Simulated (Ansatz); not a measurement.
## BSiN₃H₉Cl: geometry relaxation

The run: geometry relaxation of BSiN₃H₉Cl. Method and program: RKS revPBE/6-31G* (Ansatz 0.2.0).

It belongs to a series of runs on one base structure; here: end point A relaxed. Figures and captions count atoms from 1; the log counts them from 0 in places.

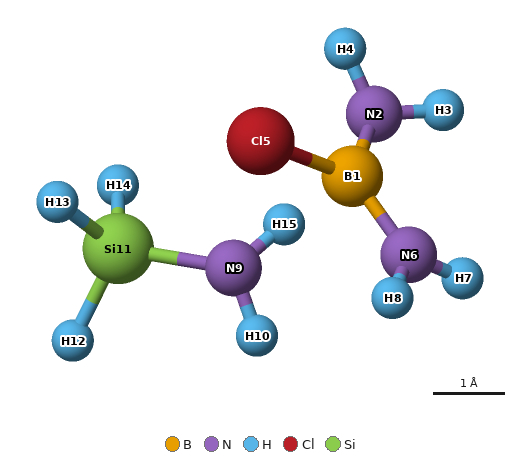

Fig. 1: The structure as given in the input (ball-and-stick view, seen at a tilt; atoms are numbered from 1 in the order of the input). Bond lengths as drawn: B–Cl 1.81 Å, B–N 1.42 to 1.50 Å, H–N 1.02 to 1.04 Å, H–Si 1.50 to 1.51 Å and N–Si 1.76 Å.

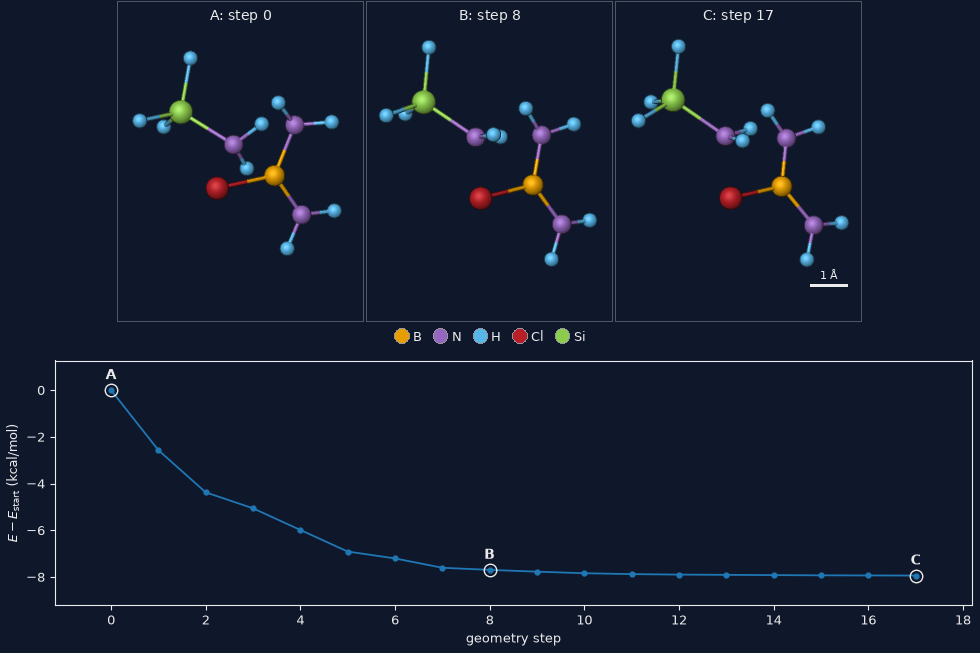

Fig. 2: Frames of the relaxation (ball-and-stick view, seen at a tilt) above the curves, on which the letters mark them (the first geometry is step 0 here and step 1 in the log).

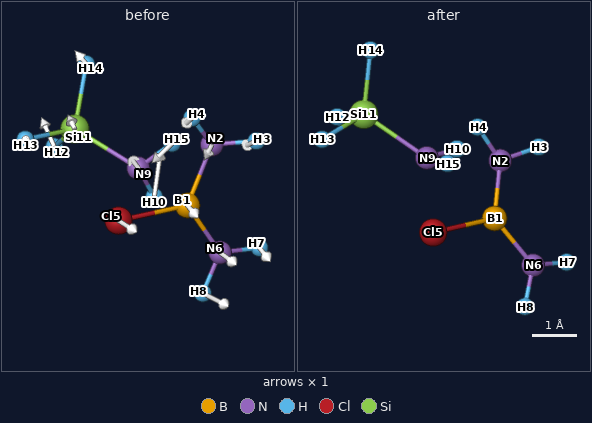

Fig. 3: Before (left) and after (right) the relaxation, at one scale (ball-and-stick view, seen at a tilt). The white arrows give the displacements, at true length. After 17 geometry steps the energy has fallen by 7.94 kcal/mol. The largest force component goes from 1.4 to 0.026 eV/Å. The largest move after the best rigid fit is that of H10, 1.32 Å. Largest moves by element: H 1.32 Å, Cl 0.89 Å, N 0.84 Å, B 0.59 Å, Si 0.44 Å. Distances before and after: B1–N2 1.503 → 1.438 Å, N9–H15 1.039 → 1.028 Å, Si11–H14 1.509 → 1.518 Å, N9–Si11 1.761 → 1.754 Å. Among the angles that change: N9–Si11–H14 110.9° → 118.0°, N9–Si11–H13 112.8° → 107.9°, B1–N2–H3 116.7° → 120.6°. (Atoms are counted from 1 in the order of the input.)

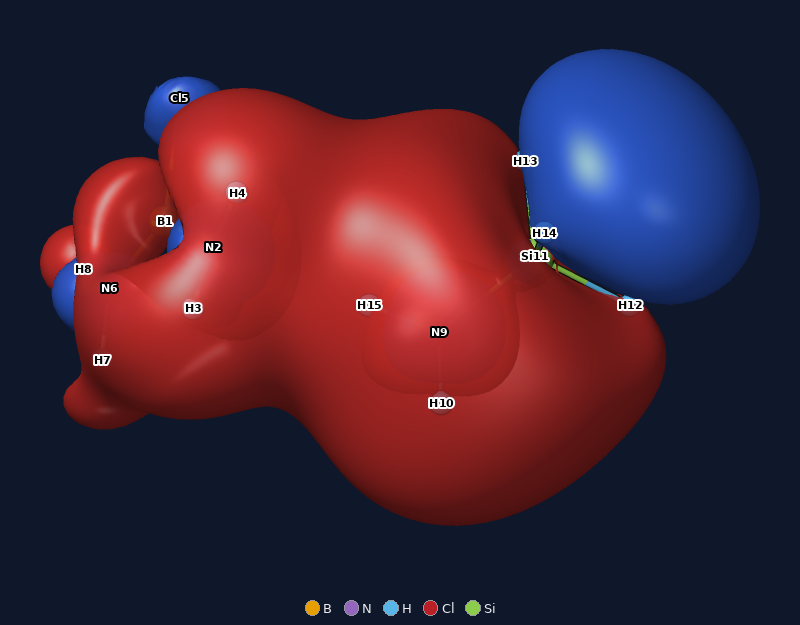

Fig. 4: One frontier orbital at ±0.04 Å⁻³ᐟ² (blue and red are the two phases), seen at a tilt. The LUMO, at 0.24 eV. By Hirshfeld shares it lies mainly on Si11 (40 %), N9 (15 %) and H10 (10 %).

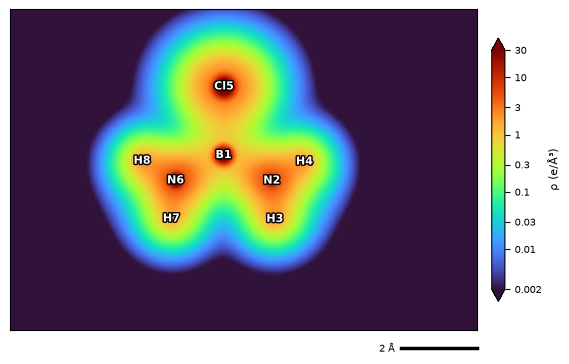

Fig. 5: Total electron density on the plane of atoms B1, N6 and H8. The section cuts through B, N, H and Cl sites. N–H (1.02 Å): ρ is about 2.8 e/Å³ halfway, with its minimum of 2.2 e/Å³ about 0.7 Å from N.

The input and output of the run follow.

Input:
```yaml
crystal:
  periodic: [false, false, false]
  atoms:
    - { symbol: B, position_ang: [-0.254204, 0.451187, 0.194154] }
    - { symbol: "N", position_ang: [-0.530676, 0.710674, 1.64866] }
    - { symbol: H, position_ang: [-1.492842, 0.959037, 1.896272] }
    - { symbol: H, position_ang: [0.128136, 1.332727, 2.116318] }
    - { symbol: Cl, position_ang: [1.343769, 0.94913, -0.483707] }
    - { symbol: "N", position_ang: [-1.259632, -0.013773, -0.690975] }
    - { symbol: H, position_ang: [-2.190852, -0.294494, -0.392745] }
    - { symbol: H, position_ang: [-1.060682, -0.217502, -1.666311] }
    - { symbol: "N", position_ang: [0.610612, -2.03221, 1.048197] }
    - { symbol: H, position_ang: [0.026472, -2.684666, 0.523464] }
    - { symbol: Si, position_ang: [2.116049, -2.651844, 1.719852] }
    - { symbol: H, position_ang: [2.279293, -4.108002, 1.359994] }
    - { symbol: H, position_ang: [3.326328, -1.921759, 1.209704] }
    - { symbol: H, position_ang: [2.131891, -2.512487, 3.222244] }
    - { symbol: H, position_ang: [0.027637, -1.476718, 1.704178] }
basis:
  gaussian: { orbitals: "6-31G*" }
hamiltonian:
  xc: revpbe
relax:
  f_tol: 0.03
  max_steps: 50
output:
  orbitals: {}
```

Launched with:
```bash
ansatz run input.yaml --threads 4 --pin off --max-ram 5120MiB --backend cpu --events-out ev --progress --plain --runs-dir out
```

Log:
```
The last accepted step is kept in [file] (removed where the run ends without a failure and the disk answers)
Engine: ansatz 0.2.0, aarch64-unknown-linux-gnu
Functional definition: revPBE
  parameter kappa = 1.245
  parameter beta = 0.06672455060314922
  exchange = pbe_x(kappa = kappa, mu = beta*pi^2/3)
  correlation = pbe_c(beta = beta)
1522 factors; their error is unknown
mean field evaluation 1: about -25673.1783 eV, gradient 9.2e1 eV
mean field evaluation 2: about -25626.9956 eV, gradient 1.6e2 eV
mean field evaluation 4: about -25689.5388 eV, gradient 1.4e1 eV
mean field evaluation 8: about -25689.9164 eV, gradient 2.0e-1 eV
mean field evaluation 16: about -25689.8292 eV, gradient 5.0e-4 eV
mean field -25689.82920725 eV, -944.0838101746 hartree, gradient 3.1e-5 eV, S^2 0.000000; 0 other end points of the search recorded, 0 dependent functions left out
the calculation of the forces begins
reference -25689.82925725 eV, -944.0838120124 hartree; 33, 33 occupied and 83, 83 virtual orbitals, 1522 factors
relax step   1: F+E_penalty+E_count = -25689.82920725 eV  Δ(F+E_penalty+E_count) = +0.000e0 eV  max|allowed force component| = 1.361e0 eV/Å  Δτ_max = 0.0000 Å  (29 SCF iters, accepted)
these checks for a lower state are left out or cut short: starts, cluster_reference, orbital_swaps, neighbouring_geometries, increment
1522 factors; their error is unknown
mean field -25689.94074619 eV, -944.0879091552 hartree, gradient 2.4e-5 eV, S^2 0.000000; 0 other end points of the search recorded, 0 dependent functions left out
[... from here on the field's lines of each further geometry are left out, up to the last ...]
relax step   2: F+E_penalty+E_count = -25689.94074619 eV  Δ(F+E_penalty+E_count) = -1.115e-1 eV  max|allowed force component| = 9.200e-1 eV/Å  Δτ_max = 0.1918 Å  (28 SCF iters, accepted)
relax step   3: F+E_penalty+E_count = -25690.01896627 eV  Δ(F+E_penalty+E_count) = -7.822e-2 eV  max|allowed force component| = 4.407e-1 eV/Å  Δτ_max = 0.1913 Å  (28 SCF iters, accepted)
relax step   4: F+E_penalty+E_count = -25690.04861108 eV  Δ(F+E_penalty+E_count) = -2.964e-2 eV  max|allowed force component| = 1.413e0 eV/Å  Δτ_max = 0.1945 Å  (28 SCF iters, accepted)
relax step   5: F+E_penalty+E_count = -25690.08881176 eV  Δ(F+E_penalty+E_count) = -4.020e-2 eV  max|allowed force component| = 8.871e-1 eV/Å  Δτ_max = 0.1935 Å  (28 SCF iters, accepted)
relax step   6: F+E_penalty+E_count = -25690.12888707 eV  Δ(F+E_penalty+E_count) = -4.008e-2 eV  max|allowed force component| = 3.262e-1 eV/Å  Δτ_max = 0.1998 Å  (29 SCF iters, accepted)
relax step   7: F+E_penalty+E_count = -25690.14161619 eV  Δ(F+E_penalty+E_count) = -1.273e-2 eV  max|allowed force component| = 7.296e-1 eV/Å  Δτ_max = 0.1958 Å  (28 SCF iters, accepted)
relax step   8: F+E_penalty+E_count = -25690.15899585 eV  Δ(F+E_penalty+E_count) = -1.738e-2 eV  max|allowed force component| = 2.531e-1 eV/Å  Δτ_max = 0.0764 Å  (30 SCF iters, accepted)
relax step   9: F+E_penalty+E_count = -25690.16288164 eV  Δ(F+E_penalty+E_count) = -3.886e-3 eV  max|allowed force component| = 1.639e-1 eV/Å  Δτ_max = 0.1021 Å  (30 SCF iters, accepted)
relax step  10: F+E_penalty+E_count = -25690.16622344 eV  Δ(F+E_penalty+E_count) = -3.342e-3 eV  max|allowed force component| = 9.067e-2 eV/Å  Δτ_max = 0.0916 Å  (29 SCF iters, accepted)
relax step  11: F+E_penalty+E_count = -25690.16908369 eV  Δ(F+E_penalty+E_count) = -2.860e-3 eV  max|allowed force component| = 1.215e-1 eV/Å  Δτ_max = 0.0608 Å  (30 SCF iters, accepted)
relax step  12: F+E_penalty+E_count = -25690.17075385 eV  Δ(F+E_penalty+E_count) = -1.670e-3 eV  max|allowed force component| = 6.887e-2 eV/Å  Δτ_max = 0.0627 Å  (30 SCF iters, accepted)
relax step  13: F+E_penalty+E_count = -25690.17164781 eV  Δ(F+E_penalty+E_count) = -8.940e-4 eV  max|allowed force component| = 4.852e-2 eV/Å  Δτ_max = 0.0696 Å  (30 SCF iters, accepted)
relax step  14: F+E_penalty+E_count = -25690.17212556 eV  Δ(F+E_penalty+E_count) = -4.778e-4 eV  max|allowed force component| = 2.850e-2 eV/Å  Δτ_max = 0.0428 Å  (30 SCF iters, accepted)
relax step  15: F+E_penalty+E_count = -25690.17258069 eV  Δ(F+E_penalty+E_count) = -4.551e-4 eV  max|allowed force component| = 4.028e-2 eV/Å  Δτ_max = 0.0460 Å  (30 SCF iters, accepted)
relax step  16: F+E_penalty+E_count = -25690.17302076 eV  Δ(F+E_penalty+E_count) = -4.401e-4 eV  max|allowed force component| = 5.658e-2 eV/Å  Δτ_max = 0.0674 Å  (30 SCF iters, accepted)
relax step  17: F+E_penalty+E_count = -25690.17320968 eV  Δ(F+E_penalty+E_count) = -1.889e-4 eV  max|allowed force component| = 5.612e-2 eV/Å  Δτ_max = 0.0507 Å  (29 SCF iters, accepted)
the calculation of the forces begins
reference -25690.17348594 eV, -944.0964621832 hartree; 33, 33 occupied and 83, 83 virtual orbitals, 1522 factors
relax step  18: F+E_penalty+E_count = -25690.17343195 eV  Δ(F+E_penalty+E_count) = -2.223e-4 eV  max|allowed force component| = 2.636e-2 eV/Å  Δτ_max = 0.0097 Å  (31 SCF iters, accepted)
1522 factors; their error is unknown
mean field -25690.17343195 eV, -944.0964601991 hartree, gradient 1.5e-5 eV, S^2 0.000000; 1 other end points of the search recorded, 0 dependent functions left out
the calculation of the forces begins
reference -25690.17348594 eV, -944.0964621832 hartree; 33, 33 occupied and 83, 83 virtual orbitals, 1522 factors
Total energy: -25690.17348594 eV, -944.0964621832 hartree
Atom 0 at    -0.485393     0.919391    -0.074272 Å, force    -0.022412    -0.018445    -0.001479 eV/Å
Atom 1 at    -0.461625     0.466687     1.290019 Å, force     0.008855     0.017564    -0.006214 eV/Å
Atom 2 at    -1.327220     0.231201     1.774238 Å, force     0.002498     0.000095    -0.001958 eV/Å
Atom 3 at     0.243766     0.838771     1.923327 Å, force    -0.011883    -0.007232    -0.011015 eV/Å
Atom 4 at     0.994434     1.745029    -0.709707 Å, force    -0.004705    -0.000000     0.000455 eV/Å
Atom 5 at    -1.578915     0.729370    -0.957714 Å, force    -0.006374    -0.010607     0.007716 eV/Å
Atom 6 at    -2.419902     0.212633    -0.710112 Å, force     0.026357     0.015814    -0.000831 eV/Å
Atom 7 at    -1.519444     0.966639    -1.943666 Å, force     0.006734     0.003484     0.012557 eV/Å
Atom 8 at     0.715637    -2.715366     1.289884 Å, force     0.016086     0.019054     0.012926 eV/Å
Atom 9 at    -0.033754    -3.302570     1.663011 Å, force     0.004568     0.004622    -0.002517 eV/Å
Atom 10 at     2.296476    -2.906087     2.025471 Å, force     0.000163    -0.008371     0.001552 eV/Å
Atom 11 at     2.658859    -4.364569     1.966748 Å, force    -0.006386     0.020675     0.007367 eV/Å
Atom 12 at     3.278619    -2.100927     1.224461 Å, force    -0.006766    -0.004669     0.004942 eV/Å
Atom 13 at     2.464992    -2.478465     3.472447 Å, force    -0.005514    -0.010539    -0.026328 eV/Å
Atom 14 at     0.374769    -1.752436     1.175165 Å, force    -0.001221    -0.021446     0.002826 eV/Å
Dipole moment:    -0.911824     0.054481     0.232135 e Å
```

Trajectory as extended XYZ (Å, eV, eV/Å), 7 of the 18 frames kept, from step=1 to step=18:
```
15
Properties=species:S:1:pos:R:3:forces:R:3 step=1 energy=-25689.82921
B    -0.2542    0.4512    0.1942   -0.3951   0.6403   1.2987
N    -0.5307    0.7107    1.6487    0.1284  -0.2430  -1.3608
H    -1.4928    0.9590    1.8963    0.1150  -0.0490  -0.0316
H     0.1281    1.3327    2.1163    0.0101  -0.0010  -0.0007
Cl    1.3438    0.9491   -0.4837    0.0090  -0.0068   0.0009
N    -1.2596   -0.0138   -0.6910   -0.0141  -0.0172  -0.0513
H    -2.1909   -0.2945   -0.3927    0.0297  -0.0009   0.0131
H    -1.0607   -0.2175   -1.6663   -0.0010  -0.0031   0.0139
N     0.6106   -2.0322    1.0482   -0.1886  -0.0470   0.5268
H     0.0265   -2.6847    0.5235    0.0140  -0.0042   0.0336
Si    2.1160   -2.6518    1.7199   -0.0347  -0.0189   0.0012
H     2.2793   -4.1080    1.3600    0.0023   0.0433   0.0067
H     3.3263   -1.9218    1.2097    0.0070  -0.0134  -0.0156
H     2.1319   -2.5125    3.2222    0.0135  -0.0313  -0.0211
H     0.0276   -1.4767    1.7042    0.3044  -0.2478  -0.4137
15
Properties=species:S:1:pos:R:3:forces:R:3 step=4 energy=-25690.04861
B    -0.4157    0.7869    0.1000   -0.1197  -0.0655  -0.0944
N    -0.6040    0.8678    1.5252    0.2058   0.1134  -0.2006
H    -1.5501    0.9312    1.8856   -0.2451  -0.1044   0.1218
H     0.0185    1.4875    2.0361    0.1075   0.0359   0.1080
Cl    1.1517    1.3676   -0.5966   -0.0541  -0.0298   0.0275
N    -1.3954    0.2522   -0.7812    0.4454   0.2295  -0.1228
H    -2.2452   -0.1820   -0.4598   -0.3895  -0.1878   0.1806
H    -1.1874    0.0539   -1.7544    0.0405   0.0357  -0.0559
N     0.7144   -2.3871    1.1229    1.4133  -0.7793  -0.2055
H     0.0627   -3.1025    0.8569   -0.4899  -0.4115  -0.0995
Si    2.2362   -2.8745    1.8470   -0.0999  -0.0019  -0.1243
H     2.4296   -4.3308    1.5278   -0.0174  -0.0099   0.0214
H     3.4162   -2.1252    1.2885   -0.0403   0.0260   0.0105
H     2.2900   -2.6895    3.3436    0.0333  -0.0379   0.0454
H     0.2799   -1.5661    1.4677   -0.7899   1.1876   0.3877
15
Properties=species:S:1:pos:R:3:forces:R:3 step=7 energy=-25690.14162
B    -0.5181    0.9125   -0.0337   -0.0106  -0.0294   0.1160
N    -0.5860    0.7588    1.3978   -0.1001   0.0255   0.0721
H    -1.4738    0.5854    1.8791    0.1777   0.0178  -0.1696
H     0.0794    1.2487    1.9994   -0.0857  -0.0753  -0.1800
Cl    1.0071    1.6030   -0.7240   -0.0162   0.0103   0.0095
N    -1.5488    0.5331   -0.9371    0.0377  -0.0268   0.0072
H    -2.3895    0.0428   -0.6364    0.0351   0.0333  -0.0484
H    -1.3977    0.5106   -1.9455   -0.0188   0.0206   0.1886
N     0.8088   -2.5238    1.2255   -0.7296  -0.2652   0.0695
H     0.0345   -3.2102    1.3461    0.5137   0.6125  -0.0714
Si    2.3204   -2.9783    1.9735    0.1715  -0.0235   0.0614
H     2.5210   -4.4379    1.6731    0.0129   0.0159   0.0021
H     3.4336   -2.1718    1.3643   -0.0232  -0.0095   0.0252
H     2.4512   -2.8237    3.4781   -0.0150   0.0024  -0.0395
H     0.4594   -1.5598    1.3492    0.0506  -0.3085  -0.0426
15
Properties=species:S:1:pos:R:3:forces:R:3 step=9 energy=-25690.16288
B    -0.4905    0.8824   -0.0325    0.0594  -0.0035  -0.0929
N    -0.5257    0.6581    1.3834   -0.0056   0.0165   0.1639
H    -1.3995    0.4327    1.8588    0.0110   0.0162  -0.0326
H     0.1163    1.1700    1.9872   -0.0099  -0.0495  -0.0477
Cl    1.0067    1.6339   -0.7202   -0.0244   0.0290   0.0055
N    -1.5276    0.5169   -0.9270   -0.0166  -0.0066  -0.0433
H    -2.3617    0.0122   -0.6374   -0.0089   0.0080  -0.0129
H    -1.4076    0.5680   -1.9354   -0.0022  -0.0035   0.0541
N     0.7612   -2.4902    1.2392   -0.1230  -0.1410   0.0058
H    -0.0218   -3.1252    1.4244    0.0753   0.0864  -0.0225
Si    2.2883   -2.9416    1.9656    0.0428  -0.0046   0.0299
H     2.5015   -4.3991    1.6664    0.0111   0.0047   0.0005
H     3.3866   -2.1250    1.3465   -0.0217   0.0012  -0.0006
H     2.4309   -2.7850    3.4669    0.0051   0.0010  -0.0026
H     0.4441   -1.5186    1.3233    0.0075   0.0457  -0.0047
15
Properties=species:S:1:pos:R:3:forces:R:3 step=12 energy=-25690.17075
B    -0.4912    0.9247   -0.0630    0.0584  -0.0043   0.0404
N    -0.4684    0.5874    1.3352    0.0167   0.0196  -0.0689
H    -1.3271    0.3359    1.8222   -0.0163  -0.0060   0.0149
H     0.2006    1.0506    1.9468   -0.0033  -0.0006   0.0002
Cl    0.9455    1.7991   -0.7390   -0.0416  -0.0228   0.0225
N    -1.5451    0.5860   -0.9478   -0.0321  -0.0053  -0.0390
H    -2.3517    0.0282   -0.6760    0.0280   0.0171  -0.0080
H    -1.4704    0.7390   -1.9499   -0.0085  -0.0006   0.0365
N     0.7239   -2.5943    1.2797   -0.0051   0.0235   0.0168
H    -0.0563   -3.1884    1.5700    0.0098   0.0156  -0.0075
Si    2.2826   -2.9482    2.0018   -0.0193  -0.0002  -0.0227
H     2.5806   -4.4023    1.7587   -0.0035   0.0196   0.0069
H     3.3126   -2.0929    1.3212   -0.0116  -0.0050   0.0086
H     2.4447   -2.7239    3.4931   -0.0011   0.0066  -0.0115
H     0.4210   -1.6116    1.2562    0.0292  -0.0572   0.0107
15
Properties=species:S:1:pos:R:3:forces:R:3 step=15 energy=-25690.17258
B    -0.4842    0.9270   -0.0738   -0.0343   0.0074  -0.0171
N    -0.4471    0.5175    1.3033   -0.0052  -0.0031   0.0128
H    -1.3055    0.2679    1.7935    0.0093  -0.0021  -0.0066
H     0.2440    0.9312    1.9262   -0.0090  -0.0046  -0.0142
Cl    0.9556    1.8072   -0.7264    0.0118   0.0009  -0.0048
N    -1.5639    0.6626   -0.9555    0.0336   0.0003   0.0403
H    -2.3721    0.1016   -0.6989   -0.0109  -0.0002  -0.0025
H    -1.5107    0.8778   -1.9464    0.0033   0.0012  -0.0083
N     0.7079   -2.6685    1.2913    0.0376  -0.0018   0.0182
H    -0.0578   -3.2493    1.6407    0.0031   0.0103  -0.0059
Si    2.2833   -2.9282    2.0184   -0.0133  -0.0020  -0.0122
H     2.6329   -4.3827    1.8642   -0.0057   0.0176   0.0084
H     3.2742   -2.0801    1.2744   -0.0058  -0.0074   0.0041
H     2.4505   -2.6010    3.4907   -0.0040  -0.0042  -0.0179
H     0.3941   -1.6937    1.2075   -0.0105  -0.0122   0.0058
15
Properties=species:S:1:pos:R:3:forces:R:3 step=18 energy=-25690.17343
B    -0.4854    0.9194   -0.0743   -0.0224  -0.0184  -0.0015
N    -0.4616    0.4667    1.2900    0.0089   0.0176  -0.0062
H    -1.3272    0.2312    1.7742    0.0025   0.0001  -0.0020
H     0.2438    0.8388    1.9233   -0.0119  -0.0072  -0.0110
Cl    0.9944    1.7450   -0.7097   -0.0047   0.0000   0.0005
N    -1.5789    0.7294   -0.9577   -0.0064  -0.0106   0.0077
H    -2.4199    0.2126   -0.7101    0.0264   0.0158  -0.0008
H    -1.5194    0.9666   -1.9437    0.0067   0.0035   0.0126
N     0.7156   -2.7154    1.2899    0.0161   0.0191   0.0129
H    -0.0338   -3.3026    1.6630    0.0046   0.0046  -0.0025
Si    2.2965   -2.9061    2.0255    0.0002  -0.0084   0.0016
H     2.6589   -4.3646    1.9667   -0.0064   0.0207   0.0074
H     3.2786   -2.1009    1.2245   -0.0068  -0.0047   0.0049
H     2.4650   -2.4785    3.4724   -0.0055  -0.0105  -0.0263
H     0.3748   -1.7524    1.1752   -0.0012  -0.0214   0.0028
```

Summary:

```csv
quantity,value
outcome,converged
total energy,−25690.1735 eV
mean-field energy,−25690.1735 eV
largest force (length of the vector) at the end,0.031 eV/Å
hardware,"4 threads of Arm Neoverse V1, 24 GiB of memory available, shared host"
wall time,30 s (CPU time 1.9 min)
peak memory,0.18 GiB
```
